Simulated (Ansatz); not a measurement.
Consider SnGe5.

```
CELL_PARAMETERS angstrom
7.72667 0.00000 0.00000
0.00000 7.72667 0.00000
0.00000 0.00000 2.73753
ATOMIC_POSITIONS crystal
Sn 0.00000 0.00000 0.50000
Ge 0.26283 0.26283 0.50000
Ge 0.73717 0.73717 0.50000
Ge 0.73717 0.26283 0.50000
Ge 0.26283 0.73717 0.50000
Ge 0.50000 0.50000 0.50000
```

Space group P4/mmm; a structure generated by program, which may or may not match a known phase.

The calculation used DFT PBE, scalar-relativistic, plane waves, PAW in Ansatz 0.2.0.

Predict the valence pseudo-density and electron localisation function between the atoms.

Answer. Ge–Ge (2.59 Å): the density is about 0.36 e/Å³ at the midpoint; the ELF peaks at about 0.60 between the atoms.
Sn–Sn (2.74 Å): ρ at the midpoint is about 0.38 e/Å³; the ELF reaches about 0.55 near the midpoint.
Sn–Ge (2.87 Å): ρ is about 0.27 e/Å³ halfway; the ELF is about 0.50 at the midpoint.
Ge–Ge (2.74 Å): ρ at the midpoint is about 0.34 e/Å³, with its minimum of 0.29 e/Å³ about 1.2 Å from Ge; the ELF peaks at about 0.60 between the atoms.
Bader's partition of the density gives Sn +0.18 and Ge −0.04 e.

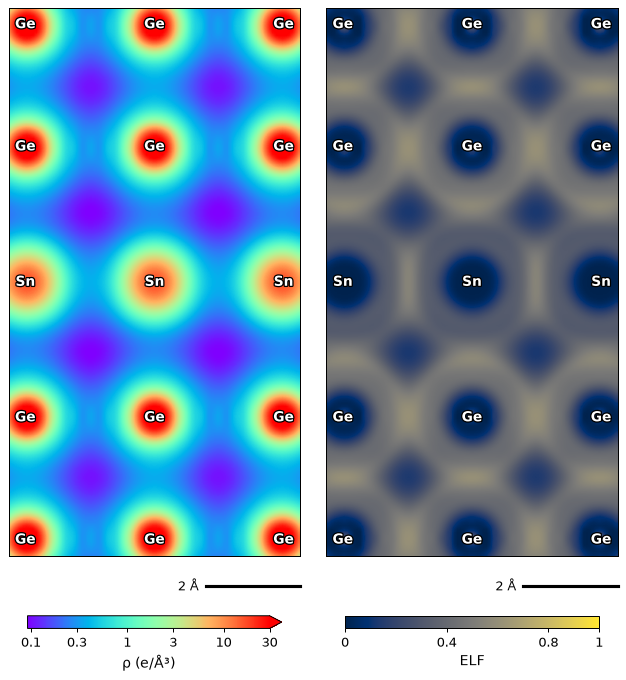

Computed valence pseudo-density and electron localisation function on the (11̄0) plane of the conventional cell, in this order. 
